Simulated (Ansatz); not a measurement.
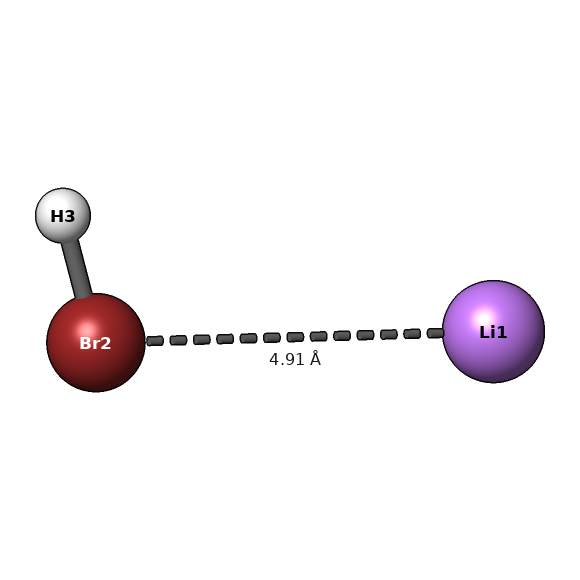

Two molecules or ions; the broken line marks their closest contact (measured against van der Waals radii). The species has charge +1 and is a spin singlet. Geometry: a pair of rigid molecules at a changed separation. Program: Ansatz 0.2.0.

Question: Which two species are they?

Answer: Li and HBr (`Br.[Li+]`).

Give the counterpoise-corrected interaction energy (kcal/mol, monomers kept as in the pair) with RHF-CCSD(T) (frozen core)/def2-TZVPPD; ωB97M-V/def2-TZVPPD.

| level | interaction energy (kcal/mol) |
| --- | --- |
| RHF-CCSD(T) (frozen core)/def2-TZVPPD | −2.6 |
| ωB97M-V/def2-TZVPPD | −2.7 |
